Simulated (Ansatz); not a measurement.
**C2HF2 (SMILES [CH]=C(F)F) at U-wB97X/aug-cc-pVDZ**

What is the electronic atomisation energy of C2HF2 at U-wB97X/aug-cc-pVDZ? 

The results are computed with Ansatz 0.2.0.

39 further runs of the same task are left out: 39 set aside as unsound or not needed.

### Step 1. The system as given

C2HF2 has 5 atoms, charge 0, and is taken as a doublet. SMILES: `[CH]=C(F)F`. The coordinates come from a PBE0-D4/def2-TZVP relaxation.

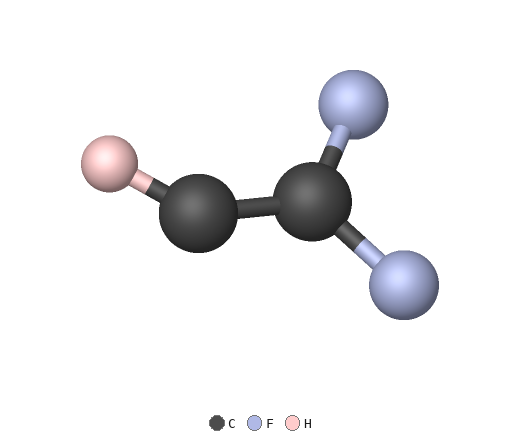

Viewed from a chosen angle; carbon dark grey, fluorine light blue, hydrogen pink.

### Step 2. A single-point energy at U-wB97X/aug-cc-pVDZ

Contents of in.yaml:

```yaml
crystal:
  periodic: [false, false, false]
  atoms:
    - {symbol: C, position_ang: [-0.028200, 0.912700, -0.014900]}
    - {symbol: C, position_ang: [0.163600, -0.366100, 0.124600]}
    - {symbol: F, position_ang: [1.043800, -0.911700, 0.932500]}
    - {symbol: F, position_ang: [-0.492600, -1.313200, -0.520300]}
    - {symbol: H, position_ang: [-0.636600, 1.604500, -0.563400]}
basis:
  gaussian: {orbitals: aug-cc-pVDZ}
magnetization: {spin_polarized: true, initial_magnetization: 1}
hamiltonian: {xc: {name: wB97X}}
accuracy: high
output: {orbitals: {seedname: orbitals}}
```

Command:

```
$ ansatz run in.yaml --threads 1 --pin off --max-ram 3480MiB --events-out events.jsonl --progress --plain --runs-dir runs
```

The log of the run:

```text
Warning: RAYON_NUM_THREADS=1 ignored (pool sized by the plan → 1); use --threads N
Functional definition: wB97X
  name "wB97X"
  parameter omega = 0.3/bohr
  parameter cx = 0.157706
  parameter cx1 = 0.726479
  parameter cx2 = 1.04760
  parameter cx3 = -5.70635
  parameter cx4 = 13.2794
  parameter css1 = -4.33879
  parameter css2 = 18.2308
  parameter css3 = -31.7430
  parameter css4 = 17.2901
  parameter cos1 = 2.37031
  parameter cos2 = -11.3995
  parameter cos3 = 6.58405
  parameter cos4 = -3.78132
  exchange = spin_sum(e_x_unif_sr(omega)*poly(b97_u_x, 1 - cx, cx1, cx2, cx3, cx4)) + cx*exact_x_sr(omega)
      + exact_x_lr(omega)
  correlation = spin_sum(e_c_pw_same_spin*poly(b97_u_same, 1, css1, css2, css3, css4))
      + integral(e_c_pw_opposite_spin*poly(b97_u_opposite, 1, cos1, cos2, cos3, cos4))
1989 factors; integrals over basis functions are off by at most 2.4e-9 eV
400 factors; integrals over basis functions are off by at most 2.0e-9 eV
mean field evaluation 1: about -7517.2833 eV, gradient 2.3e1 eV
mean field evaluation 2: about -7518.2849 eV, gradient 1.9e1 eV
mean field evaluation 4: about -7519.4985 eV, gradient 9.2e-1 eV
mean field evaluation 8: about -7519.5962 eV, gradient 2.4e-1 eV
mean field evaluation 16: about -7519.5989 eV, gradient 2.1e-3 eV
mean field evaluation 32: about -7519.5989 eV, gradient 6.2e-7 eV
mean field -7519.59893187 eV, -276.3401637790 hartree, gradient 5.6e-8 eV, S^2 0.762234; 0 other end points of the search recorded, 0 dependent functions left out
reference -7519.59892682 eV, -276.3401635932 hartree; 16, 15 occupied and 85, 86 virtual orbitals, 1989 factors
Total energy: -7519.59892682 eV, -276.3401635932 hartree
```

It took 44 s on 1 thread of Arm Neoverse V2, shared host; peak memory 0.72 GiB.

### Step 3. The C atom

Contents of run.yaml:

```yaml
basis:
  gaussian: {orbitals: aug-cc-pVDZ}
crystal:
  periodic: [false, false, false]
  atoms:
    - symbol: C
      position_ang: [0.000000, 0.000000, 0.000000]
accuracy: high
magnetization: {spin_polarized: true, initial_magnetization: 2}
hamiltonian: {xc: {name: wB97X}}
total_charge: 0
```

Run the same way, it converges to -37.84121 Eh (log not shown).

### Step 4. The F atom, same level

Contents of input.yaml:

```yaml
basis:
  gaussian: {orbitals: aug-cc-pVDZ}
crystal:
  periodic: [false, false, false]
  atoms:
    - {symbol: F, position_ang: [0.000000, 0.000000, 0.000000]}
magnetization: {spin_polarized: true, initial_magnetization: 1}
hamiltonian: {xc: {name: wB97X}}
accuracy: high
```

Run the same way, it converges to -99.71648 Eh (log not shown).

### Step 5. The H atom at the same level

Contents of input.yaml:

```yaml
crystal:
  periodic: [false, false, false]
  atoms:
    - {symbol: H, position_ang: [0.000000, 0.000000, 0.000000]}
basis:
  gaussian:
    orbitals: aug-cc-pVDZ
magnetization:
  spin_polarized: true
  initial_magnetization: 1
hamiltonian:
  xc: {name: wB97X}
accuracy: high
```

Command:

```
$ ansatz run input.yaml --threads 1 --pin off --max-ram 3480MiB --events-out events.jsonl --progress --plain --runs-dir runs
```

The log of the run, cut to the lines that bear on the results:

```text
Warning: RAYON_NUM_THREADS=1 ignored (pool sized by the plan → 1); use --threads N
[... 2 set-up lines as earlier in the session ...]
[...]
      + exact_x_lr(omega)
[...]
      + integral(e_c_pw_opposite_spin*poly(b97_u_opposite, 1, cos1, cos2, cos3, cos4))
42 factors; integrals over basis functions are off by at most 4.4e-8 eV
33 factors; integrals over basis functions are off by at most 1.3e-9 eV
[...]
mean field -13.63316648 eV, -0.5010096274 hartree, gradient 1.2e-8 eV, S^2 0.750000; 0 other end points of the search recorded, 0 dependent functions left out
reference -13.63316706 eV, -0.5010096484 hartree; 1, 0 occupied and 8, 9 virtual orbitals, 42 factors
Total energy: -13.63316706 eV, -0.5010096484 hartree
```

Run time: 0.61 s. Hardware: 1 thread of Arm Neoverse V2, shared host; peak memory 0.098 GiB.

### Step 6. Outcome

Level: U-wB97X/aug-cc-pVDZ.

| quantity | value |
| --- | --- |
| molecule: total energy | -276.34016 Eh |
| molecule: HOMO energy (highest over α and β) | -10.27 eV |
| molecule: LUMO energy (lowest over α and β) | -1.28 eV |
| molecule: ⟨S²⟩ | 0.762 |
| C atom: total energy | -37.84121 Eh |
| C atom: ⟨S²⟩ | 2.005 |
| F atom: total energy | -99.71648 Eh |
| F atom: ⟨S²⟩ | 0.752 |
| H atom: total energy | -0.50101 Eh |
| H atom: ⟨S²⟩ | 0.750 |
| electronic atomisation energy | 19.695 eV |

**Reading.** Taking the molecule apart into free atoms costs 19.70 eV (1900 kJ/mol), before zero-point energy and without spin-orbit coupling.
